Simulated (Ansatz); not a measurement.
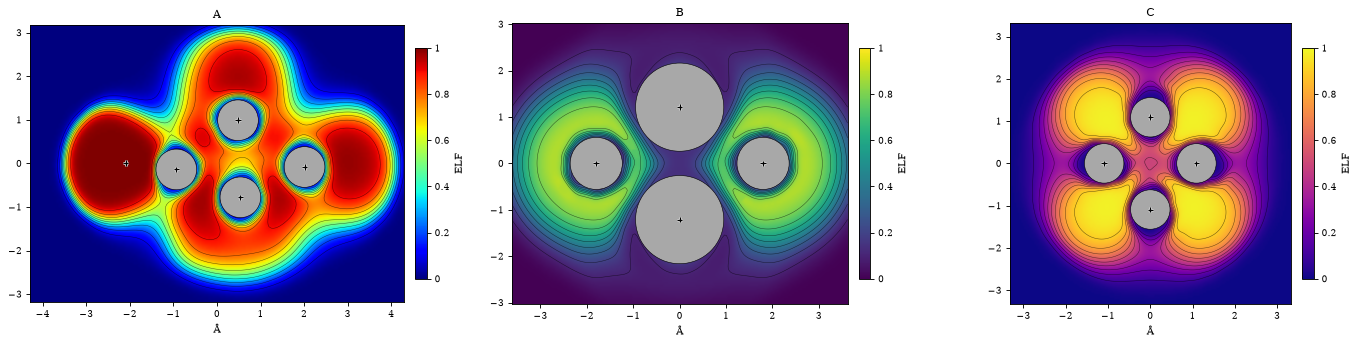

The electron localisation function of 3 systems, each on a plane through atoms (crosses mark nuclei in the plane; grey discs cover the cores).

Theory: UKS PBE0-D4/def2-TZVP in Ansatz 0.2.0.

System 1: B₄H (charge +1, quintet), the molecular plane. Geometry: r2SCAN-D4/def2-TZVP.

```xyz
5

B    -0.7470   -0.5128    1.7963
B     0.3801   -0.6008    0.6243
B     0.4826    0.1290   -0.7997
B    -0.9542    0.4956    0.2390
H     0.8384    0.4890   -1.8599
```

System 2: B₄ (charge +1, doublet), the molecular plane. Geometry: B3LYP-D4/def2-TZVP.

```yaml
atoms:
  - { symbol: B, position_ang: [-0.5259, -0.9557, 0.0433] }
  - { symbol: B, position_ang: [0.5259, 0.9557, -0.0434] }
  - { symbol: B, position_ang: [-0.9546, 0.5271, 0.0409] }
  - { symbol: B, position_ang: [0.9546, -0.5271, -0.0408] }
```

System 3: Cu₂S₂ (triplet), the molecular plane. Geometry: r2SCAN-D4/def2-SVP.

```json
{"atom": "Cu", "x (Å)": "0.7063", "y (Å)": "-0.9401", "z (Å)": "-0.2931"}
{"atom": "Cu", "x (Å)": "-0.7063", "y (Å)": "0.9401", "z (Å)": "0.2931"}
{"atom": "S", "x (Å)": "-1.4359", "y (Å)": "-0.8850", "z (Å)": "-0.6215"}
{"atom": "S", "x (Å)": "1.4359", "y (Å)": "0.8850", "z (Å)": "0.6215"}
```

Q: Which map belongs to which system?

A: Panel A is system 1, B₄H: the plane holds B and H. B–B (1.60 Å): the ELF peaks at about 0.95 between the atoms, as expected for a covalent bond. Panel B is system 3, Cu₂S₂: the plane holds Cu and S. Cu–S (2.17 Å): the ELF peaks at about 0.75 in the valence shell of S, 0.9 Å from its nucleus, and is about 0.45 at the midpoint. Panel C is system 2, B₄: the plane holds B. B–B (1.54 Å): the ELF peaks at about 0.90 between the atoms; localised, covalent bonding.
